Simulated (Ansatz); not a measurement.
**CdP3: relaxing a made-up structure**

This structure for CdP3 is made up. Its elements were placed in a known structure type with a cell scaled to their sizes. What cell does the guess relax to, and how far off was it?

Calculated with Ansatz 0.2.0; DFT, PBE, plane-wave PAW, files of the set soft_1, scalar-relativistic, no spin, cell and ions relaxed at zero pressure; PAW set soft_1.

### Step 1. Starting point

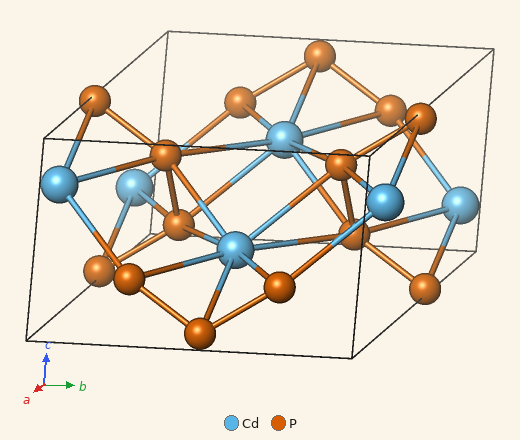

The cell as given, slightly off an axis (cadmium blue, phosphorus orange). This picture shows the conventional cell, with its axes. Some periodic images of atoms are drawn too.

### Step 2. Relaxation of the guess

The guessed cell has no reason to be at equilibrium. It is relaxed with the atoms, within the space group of the guess.

Input file input.yaml:

```yaml
crystal:
  lattice:
    - [5.2385, -3.452, 0.0]
    - [5.2385, 3.452, 0.0]
    - [-1.512611792, 0.0, 3.936380897]
  atoms:
    - { symbol: Cd, position: [0.1716, 0.1716, 0.3185] }
    - { symbol: Cd, position: [0.8284, 0.8284, 0.6815] }
    - { symbol: P, position: [0.6468, 0.1852, 0.284] }
    - { symbol: P, position: [0.8148, 0.3532, 0.716] }
    - { symbol: P, position: [0.3532, 0.8148, 0.716] }
    - { symbol: P, position: [0.1852, 0.6468, 0.284] }
    - { symbol: P, position: [0.4152, 0.4152, 0.0348] }
    - { symbol: P, position: [0.5848, 0.5848, 0.9652] }
kpoints:
  mp_grid: { grid: [5, 5, 7] }
scf:
  occupations: { method: fermi_dirac, width: 0.05 }
hamiltonian:
  xc: pbe
  pseudopotentials: { kind: paw, azcp: { folder: soft_1 } }
relax:
  f_tol: 0.015
  max_steps: 70
  cell: {}
output:
  forces: true
  stress: true
```

Command:

```sh
ansatz run input.yaml --threads 4 --pin off --max-ram 10240MiB --backend cpu --events-out ev --progress --plain --runs-dir out
```

Numbers of over 12 decimals in the logs are rounded to 6 here.

Log:

```text
Engine: ansatz 0.2.0, x86_64-unknown-linux-gnu
Pseudopotentials: kind: paw
Pseudopotential: Cd, paw, valence charge 20, recommended cutoff 420 eV (normal), soft_1/Cd.paw.azcp
Pseudopotential: P, paw, valence charge 5, recommended cutoff 420 eV (normal), soft_1/P.paw.azcp
Functional definition: PBE
  parameter kappa = 0.804
  parameter beta = 0.066725
  exchange = pbe_x(kappa = kappa, mu = beta*pi^2/3)
  correlation = pbe_c(beta = beta)
Crystal: 8 atoms, lattice volume = 142.366 Å³
Basis set: ecut = 420 eV, 2779 PW (Γ), exchange–correlation on 90×90×60 points (8 copies of the dense FFT grid, shifted against one another)
Bands: 43, of which v1, the nominal top of the filled ones, is band 35 counted from 1 (34 counted from 0)
Symmetry: 4 space group operations
Space group: C2/m (ITA 12), of the structure as read, at distance tolerance 5.2e-5 Å
k-points: 54 of 175
Non-local potential: Cd, projectors of the file, l = 0: 3, l = 1: 2, l = 2: 2, l = 3: 1
Non-local potential: P, projectors of the file, l = 0: 2, l = 1: 2, l = 2: 1
PAW form: soft (Blöchl's): semilocal exchange-correlation on the pseudo side does not see the compensation charge
PAW one-centre angular grid: Cd, 590 points (default); XC on 64 Gauss nodes
PAW one-centre angular grid: P, 110 points (default); XC on 64 Gauss nodes
Initial density: superposition of atomic densities (chi_scale 0.1, normalization cell, long waves kept (reshape's long-wave potential 0.05 eV rms))
Initial wavefunctions: pseudopotential atomic-orbital guess
Functional: x = pbe(κ = 0.804, μ = 0.219515), c = pbe(β = 0.066725)
SCF iter   1: F=—  HF=-21038.005275 eV  |F-HF|=—  |Δ(HF+E_count)|=         —  Δρ=4.76e-2  dr2=2.76e0  ethr=3.10e-3  ⟨swp⟩=10.5  Hψ=12999  notcnv=0  defer=17
preconditioner: auto → Kerker (q_TF=auto, 2.424 Å⁻¹)  [metal: Δε(μ)=0.045 eV  Ē_g=10.143 eV  σ=0.050 eV  W_gap=0.22  n_scr=38 (ndim 8)  ℏωp=22.9 eV  f_vac=0.000  D(μ)=1.92/eV (n_scr^D=6)]
SCF iter   2: F=—  HF=-21037.401301 eV  |F-HF|=—  |Δ(HF+E_count)|=   6.04e-1  Δρ=2.71e-2  dr2=9.80e-1  ethr=3.10e-3  ⟨swp⟩=1.9  Hψ=2948  notcnv=0  defer=82
SCF iter   3: F=—  HF=-21037.147424 eV  |F-HF|=—  |Δ(HF+E_count)|=   2.54e-1  Δρ=4.78e-3  dr2=2.83e-2  ethr=1.40e-3  ⟨swp⟩=3.1  Hψ=4327  notcnv=0  defer=86
SCF iter   4: F=—  HF=-21037.140647 eV  |F-HF|=—  |Δ(HF+E_count)|=   6.78e-3  Δρ=1.87e-3  dr2=6.55e-3  ethr=4.05e-5  ⟨swp⟩=2.1  Hψ=4861  notcnv=0  defer=85
SCF iter   5: F=—  HF=-21037.141658 eV  |F-HF|=—  |Δ(HF+E_count)|=   1.01e-3  Δρ=4.29e-4  dr2=3.67e-4  ethr=9.36e-6  ⟨swp⟩=2.0  Hψ=2908  notcnv=0  defer=85
SCF iter   6: F=—  HF=-21037.141723 eV  |F-HF|=—  |Δ(HF+E_count)|=   6.54e-5  Δρ=1.47e-4  dr2=5.66e-5  ethr=5.24e-7  ⟨swp⟩=2.5  Hψ=3826  notcnv=0  defer=85
SCF iter   7: F=—  HF=-21037.141748 eV  |F-HF|=—  |Δ(HF+E_count)|=   2.44e-5  Δρ=3.22e-5  dr2=2.53e-6  ethr=8.08e-8  ⟨swp⟩=2.0  Hψ=3311  notcnv=0  defer=85
SCF iter   8: F=—  HF=-21037.141748 eV  |F-HF|=—  |Δ(HF+E_count)|=   3.26e-7  Δρ=1.04e-5  dr2=2.70e-7  ethr=3.62e-9  ⟨swp⟩=2.1  Hψ=3321  notcnv=0  defer=85
SCF iter   9: F=-21037.141748 eV  HF=-21037.141748 eV  |F-HF|=1.70e-9  |Δ(HF+E_count)|=   3.87e-8  Δρ=2.71e-6  dr2=1.65e-8  ethr=1.43e-10  ⟨swp⟩=6.0  Hψ=9356  notcnv=0
SCF 1 converged in 9 iterations: F = -21037.141748 eV  dr2 = 1.65e-8
  greatest PAW one-centre occupation: 1.000 electrons in one spin orbital (limit 2), on the Cd atom at site 1 (counted from 0), in its partial waves of l = 0
relax step   1: F+E_penalty+E_count = -21037.14174826 eV  Δ(F+E_penalty+E_count) = +0.000e0 eV  max|allowed force component| = 5.324e0 eV/Å  Δτ_max = 0.0000 Å  P = +28.147 GPa  Ω = 142.366 Å³  (9 SCF iters, dr2 threshold 1.00e-7 eV, accepted)
[... from here on, the SCF cycles and remarks between the steps are left out ...]
relax step   2: F+E_penalty+E_count = -21041.54423005 eV  Δ(F+E_penalty+E_count) = -4.402e0 eV  max|allowed force component| = 1.315e0 eV/Å  Δτ_max = 0.1952 Å  P = +4.554 GPa  Ω = 151.834 Å³  energy of the carried Pulay correction = -1.334e-3 eV  (8 SCF iters, dr2 threshold 8.00e-7 eV, accepted)
relax step   3: F+E_penalty+E_count = -21042.17560083 eV  Δ(F+E_penalty+E_count) = -6.314e-1 eV  max|allowed force component| = 3.997e-1 eV/Å  Δτ_max = 0.1194 Å  P = +1.007 GPa  Ω = 154.582 Å³  energy of the carried Pulay correction = -1.706e-3 eV  (7 SCF iters, dr2 threshold 8.00e-7 eV, accepted)
relax step   4: F+E_penalty+E_count = -21042.37146015 eV  Δ(F+E_penalty+E_count) = -1.959e-1 eV  max|allowed force component| = 2.942e-1 eV/Å  Δτ_max = 0.0924 Å  P = +1.010 GPa  Ω = 153.244 Å³  energy of the carried Pulay correction = -1.526e-3 eV  (7 SCF iters, dr2 threshold 8.00e-7 eV, accepted)
relax step   5: F+E_penalty+E_count = -21042.44789949 eV  Δ(F+E_penalty+E_count) = -7.644e-2 eV  max|allowed force component| = 2.769e-1 eV/Å  Δτ_max = 0.0768 Å  P = -1.223 GPa  Ω = 161.834 Å³  energy of the carried Pulay correction = -2.654e-3 eV  (7 SCF iters, dr2 threshold 8.00e-7 eV, accepted)
relax step   6: F+E_penalty+E_count = -21042.48482974 eV  Δ(F+E_penalty+E_count) = -3.693e-2 eV  max|allowed force component| = 1.742e-1 eV/Å  Δτ_max = 0.0880 Å  P = -0.316 GPa  Ω = 161.149 Å³  energy of the carried Pulay correction = -2.566e-3 eV  (6 SCF iters, dr2 threshold 8.00e-7 eV, accepted)
[...]
relax step  17: F+E_penalty+E_count = -21042.61357778 eV  Δ(F+E_penalty+E_count) = -4.306e-3 eV  max|allowed force component| = 1.516e-1 eV/Å  Δτ_max = 0.0635 Å  P = +1.100 GPa  Ω = 187.528 Å³  energy of the carried Pulay correction = -5.126e-3 eV  (11 SCF iters, accepted)
relax step  18: F+E_penalty+E_count = -21042.64080315 eV  Δ(F+E_penalty+E_count) = -2.723e-2 eV  max|allowed force component| = 6.590e-2 eV/Å  Δτ_max = 0.0366 Å  P = +0.025 GPa  Ω = 191.147 Å³  energy of the carried Pulay correction = -6.000e-3 eV  (6 SCF iters, dr2 threshold 8.00e-7 eV, accepted)
relax step  19: F+E_penalty+E_count = -21042.64242022 eV  Δ(F+E_penalty+E_count) = -1.617e-3 eV  max|allowed force component| = 1.122e-2 eV/Å  Δτ_max = 0.0116 Å  P = +0.056 GPa  Ω = 191.142 Å³  energy of the carried Pulay correction = -6.000e-3 eV  (6 SCF iters, dr2 threshold 2.71e-7 eV, accepted)
relax step  20: F+E_penalty+E_count = -21042.64285847 eV  Δ(F+E_penalty+E_count) = -4.383e-4 eV  max|allowed force component| = 1.126e-2 eV/Å  Δτ_max = 0.0114 Å  P = -0.023 GPa  Ω = 191.502 Å³  energy of the carried Pulay correction = -6.083e-3 eV  (7 SCF iters, dr2 threshold 1.12e-7 eV, accepted)
relax step  21: F+E_penalty+E_count = -21042.66870311 eV  Δ(F+E_penalty+E_count) = -2.584e-2 eV  max|allowed force component| = 1.064e-2 eV/Å  Δτ_max = 0.0000 Å  P = +0.172 GPa  Ω = 191.502 Å³  stress off target by 4.78e-1 GPa  SCF on the basis re-selected at this cell (its energy is not comparable with the rows above)  (8 SCF iters)
relax step  22: F+E_penalty+E_count = -21042.67351984 eV  Δ(F+E_penalty+E_count) = -4.817e-3 eV  max|allowed force component| = 2.439e-2 eV/Å  Δτ_max = 0.0290 Å  P = +0.081 GPa  Ω = 193.186 Å³  energy of the carried Pulay correction = -1.644e-4 eV  (7 SCF iters, dr2 threshold 5.70e-7 eV, accepted)
relax step  23: F+E_penalty+E_count = -21042.67618366 eV  Δ(F+E_penalty+E_count) = -2.664e-3 eV  max|allowed force component| = 3.364e-2 eV/Å  Δτ_max = 0.0353 Å  P = -0.007 GPa  Ω = 195.306 Å³  energy of the carried Pulay correction = -3.882e-4 eV  (8 SCF iters, dr2 threshold 2.32e-7 eV, accepted)
relax step  24: F+E_penalty+E_count = -21042.67691040 eV  Δ(F+E_penalty+E_count) = -7.267e-4 eV  max|allowed force component| = 3.005e-2 eV/Å  Δτ_max = 0.0246 Å  P = -0.008 GPa  Ω = 195.483 Å³  energy of the carried Pulay correction = -4.072e-4 eV  (7 SCF iters, dr2 threshold 7.07e-8 eV, accepted)
relax step  25: F+E_penalty+E_count = -21042.67728322 eV  Δ(F+E_penalty+E_count) = -3.728e-4 eV  max|allowed force component| = 4.364e-3 eV/Å  Δτ_max = 0.0032 Å  P = +0.015 GPa  Ω = 195.291 Å³  energy of the carried Pulay correction = -3.853e-4 eV  (6 SCF iters, dr2 threshold 5.65e-8 eV, accepted)
relax step  26: F+E_penalty+E_count = -21042.67770344 eV  Δ(F+E_penalty+E_count) = -4.202e-4 eV  max|allowed force component| = 4.383e-3 eV/Å  Δτ_max = 0.0000 Å  P = +0.014 GPa  Ω = 195.291 Å³  stress off target by 2.27e-2 GPa  SCF on the basis re-selected at this cell (its energy is not comparable with the rows above)  (7 SCF iters)
basis re-selected at this cell: Δ(F+E_penalty+E_count) = -4.202e-4 eV, ΔP = -0.001 GPa vs the last step (what re-selecting the basis moved, of the pressure what is left beyond the Pulay correction that the steps carried, after the strain that the cell walked since its last selection, with what the two solves' SCF thresholds leave and, on support functions, any second-order correction that the steps lacked; it is no measure of the basis error at this ecutwfc). The dense FFT grid was sized anew with the basis: this SCF ran on 60×60×36 points, the steps before it on 54×54×32, so part of this shift can come from that change (see relax.cell in the input reference). [rest of the remark cut]
SCF converged after 7 iterations
Free energy (F): -21042.677703 eV
Harris-Foulkes:  -21042.677703 eV  (|F-HF|=3.64e-12)
Internal energy: -21042.673656 eV  (E = F + TS)
E sigma→0 (E₀):  -21042.675680 eV
Entropy (-TS):   -0.004047 eV (-0.506 meV/atom)
Fermi energy:    6.871142 eV
--- Per-component energies (eV) ---
  E_band       = -1082.822634
  E_kinetic    = 1290.548457
  E_local      = -9534.325056  (includes V_loc(G=0)·N_el)
  E_nonlocal   = 433.080077
  E_hartree    = 4320.985559
  E_xc         = -748.930634
  E_vxc        = -756.073477  (∫ρ·V_xc dr)
  E_paw        = -11545.882131  (= ΣΔE_a)
  E_vpaw       = -1158.024298  (= ΣTr[D̂ρ^β])
  E_aug_tail   = 0.000672  (compensation charges beyond the density's cutoff)
  E_ewald      = -5258.150601
  E_smearing   = -0.004047  (= −TS)
  E_closure    = -0.000000  (closes the sum)
  Σ components = -21042.677703   (vs F -21042.677703, Δ=0.00e0)
--- Forces (eV/Å), atoms counted from 1 ---
  atom   1  Cd    -0.00422687     0.00000000     0.00408487
  atom   2  Cd     0.00422687    -0.00000000    -0.00408487
  atom   3  P      0.00438306    -0.00044182    -0.00168943
  atom   4  P     -0.00438306    -0.00044182     0.00168943
  atom   5  P     -0.00438306     0.00044182     0.00168943
  atom   6  P      0.00438306     0.00044182    -0.00168943
  atom   7  P     -0.00180442     0.00000000     0.00187001
  atom   8  P      0.00180442    -0.00000000    -0.00187001
  max |Σ_I F_I| component: 2.17e-19 eV/Å
--- Stress (GPa, compression-positive) ---
        0.021853      -0.000000      -0.003057
       -0.000000       0.006884       0.000000
       -0.003057       0.000000       0.012026
  P = ⅓ Tr σ = 0.0136 GPa (0.136 kbar)
--- Relaxed structure (23 steps of the walk, 22 accepted, 3 SCFs on fresh bases) ---
  F+E_penalty+E_count = -21042.67770344 eV   max|allowed force component| = 4.383e-3 eV/Å   (the final SCF, on the basis selected at the relaxed cell)
  cell:  # Å, volume = 195.2907 Å³
    - [7.114191, -3.833360, -0.974573]
    - [7.114191, 3.833360, -0.974573]
    - [-2.786542, 0.0, 3.962252]
  atoms:
    - { symbol: Cd, position: [0.241926, 0.241926, 0.189723] }
    - { symbol: Cd, position: [0.758074, 0.758074, 0.810277] }
    - { symbol: P, position: [0.627940, 0.183073, 0.214545] }
    - { symbol: P, position: [0.816927, 0.372060, 0.785455] }
    - { symbol: P, position: [0.372060, 0.816927, 0.785455] }
    - { symbol: P, position: [0.183073, 0.627940, 0.214545] }
    - { symbol: P, position: [0.407455, 0.407455, -0.071166] }
    - { symbol: P, position: [0.592545, 0.592545, 1.071166] }
```

Elapsed: 75 s, on 4 threads of INTEL XEON PLATINUM 8581C at 2.10GHz (Emerald Rapids), shared host; peak memory 0.8 GiB; 4.8 min of CPU time.

The steps of the relaxation (22 of 26):

| step | energy less that of the first step (eV) | largest force component (eV/Å) | pressure (GPa) | volume (Å³) |
| --- | --- | --- | --- | --- |
| 1 | 0.0000 | 5.3239 | 28.15 | 142.37 |
| 2 | -4.4025 | 1.3145 | 4.55 | 151.83 |
| 3 | -5.0339 | 0.3997 | 1.01 | 154.58 |
| 5 | -5.3062 | 0.2769 | -1.22 | 161.83 |
| 6 | -5.3431 | 0.1742 | -0.32 | 161.15 |
| 7 | -5.3493 | 0.0620 | 0.10 | 160.78 |
| 8 | -5.3506 | 0.0269 | 0.05 | 161.24 |
| 9 | -5.3509 | 0.0111 | 0.00 | 161.52 |
| 11 | -5.3894 | 0.0330 | 0.24 | 163.75 |
| 12 | -5.4003 | 0.0907 | 0.12 | 168.57 |
| 13 | -5.4233 | 0.1536 | -0.14 | 177.04 |
| 14 | -5.4483 | 0.2348 | -0.13 | 184.55 |
| 15 | -5.4675 | 0.2539 | -0.87 | 192.08 |
| 16 | -5.4433 | 0.2790 | -0.28 | 197.38 |
| 18 | -5.4991 | 0.0659 | 0.03 | 191.15 |
| 19 | -5.5007 | 0.0112 | 0.06 | 191.14 |
| 20 | -5.5011 | 0.0113 | -0.02 | 191.50 |
| 21* | -5.5270 | 0.0106 | 0.17 | 191.50 |
| 22 | -5.5318 | 0.0244 | 0.08 | 193.19 |
| 24 | -5.5352 | 0.0301 | -0.01 | 195.48 |
| 25 | -5.5355 | 0.0044 | 0.02 | 195.29 |
| 26* | -5.5360 | 0.0044 | 0.01 | 195.29 |

Relaxation steps marked * repeat the geometry before them on a plane-wave basis chosen anew for their cell, so energy and pressure can jump there. Other such steps can lie between the rows shown. Relaxation step 16 was tried and not accepted.

Forces are held to the 4 operations that the run works with; a distortion that breaks them can't arise in this run.

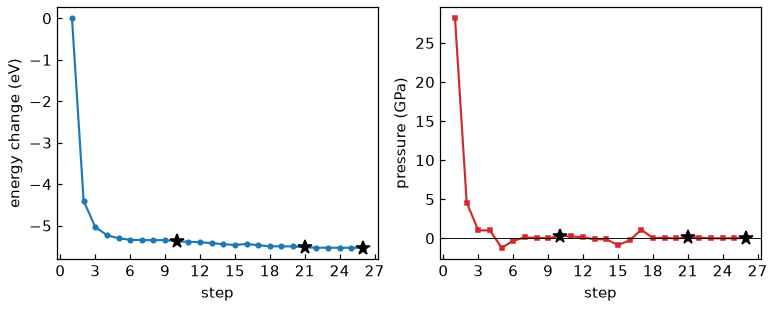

Energy and pressure along the relaxation. Stars mark steps on a basis chosen anew.

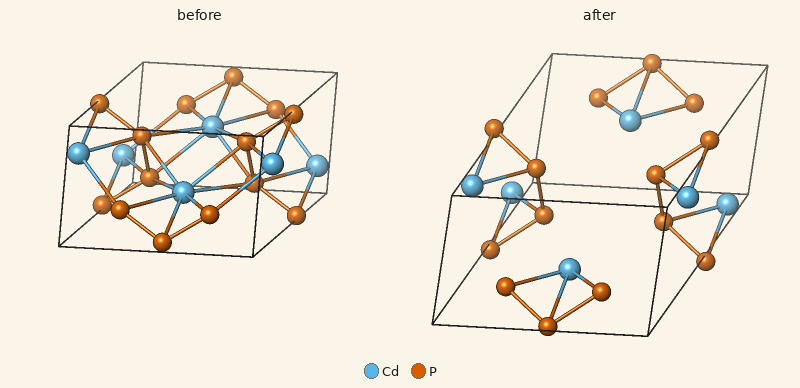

Before and after, at one scale.

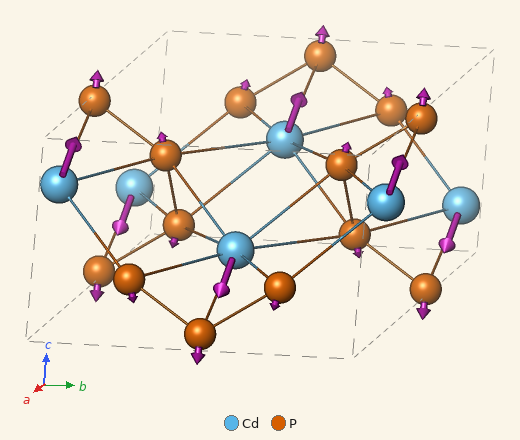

Displacements in the relaxation, scaled, measured against the changing cell; the longest in the cell stands for 1.51 Å. Some periodic images of atoms are drawn too.

| cell as run | before | after | change |
| --- | --- | --- | --- |
| a (Å) | 6.274 | 8.140 | +29.7 % |
| b (Å) | 6.274 | 8.140 | +29.7 % |
| c (Å) | 4.217 | 4.844 | +14.9 % |
| α (°) | 107.43 | 126.92 | +18.1 % |
| β (°) | 107.43 | 126.92 | +18.1 % |
| γ (°) | 66.77 | 56.19 | -15.8 % |
| volume (Å³/atom) | 17.80 | 24.41 | +37.2 % |

The atoms that moved most (Å, as changes of fractional coordinates times the final cell):

| atom | dx | dy | dz | length |
| --- | --- | --- | --- | --- |
| Cd2 | -1.359 | 0.000 | 0.647 | 1.506 |
| Cd1 | 1.359 | 0.000 | -0.647 | 1.506 |
| P8 | -0.185 | 0.000 | 0.405 | 0.445 |
| P7 | 0.185 | 0.000 | -0.405 | 0.445 |
| P6 | 0.044 | -0.064 | -0.255 | 0.266 |
| P3 | 0.044 | 0.064 | -0.255 | 0.266 |
| P4 | -0.044 | 0.064 | 0.255 | 0.266 |
| P5 | -0.044 | -0.064 | 0.255 | 0.266 |

Final coordinates:

```
Cd P
1.0
     7.11419   -3.83336   -0.97457
     7.11419    3.83336   -0.97457
    -2.78654    0.00000    3.96225
Cd P
2 6
Direct
  0.24193 0.24193 0.18972
  0.75807 0.75807 0.81028
  0.62794 0.18307 0.21454
  0.81693 0.37206 0.78546
  0.37206 0.81693 0.78546
  0.18307 0.62794 0.21454
  0.40746 0.40746 0.92883
  0.59254 0.59254 0.07117
```

This step gave:

```yaml
free_energy: -21042.6777 eV
energy_at_zero_smearing: -21042.6757 eV
smearing_term_ts: 0.004047 eV
fermi_energy: 6.871 eV
gap_by_band_count: 0.05498 eV
electrons: 70
symmetry_operations: 4
pressure: 0.01359 GPa
```

The shortest distance of each pair, which need not be the same contact before and after:

| pair | guess (Å) | relaxed (Å) |
| --- | --- | --- |
| P–P | 1.902 | 2.189 |
| Cd–P | 2.865 | 2.623 |
| Cd–Cd | 3.635 | 4.325 |

The relaxation ends with a largest force component of 0.0044 eV/Å and a pressure of 0.01 GPa.

### Step 3. Summary of results

```yaml
space_group_relaxed: C2/m
conventional_cell: a = 10.518, b = 7.667, c = 4.844 Å; α = 90.0°, β = 90.5°, γ = 90.0°
volume_per_atom: 24.41 Å³ (guess 17.80)
```

What this shows: CdP3 relaxes to C2/m with a = 10.518, b = 7.667 and c = 4.844 Å. The guessed volume was 27 % too small. The space group C2/m was held in the relaxation, so the end point is a stationary structure within it and may be a saddle against distortions or other arrangements. Mesh and cutoff weren't tested. A vector of the cell changed its length by 30 %, so the starting arrangement is largely lost and the mesh was laid for another shape. No dispersion term is used, so weakly bound directions may come out too long. Nothing here tests whether the compound is stable against decomposition.

[Logs are printed without paths, hosts, clocks, repeated set-up lines and the standing remarks that a program may print on its own settings, such as how far it seeks lower states.]

[Hosts, paths, dates, database ids (printed as entryN), source tags and the programs' standing remarks are cut or masked in the printed files.]
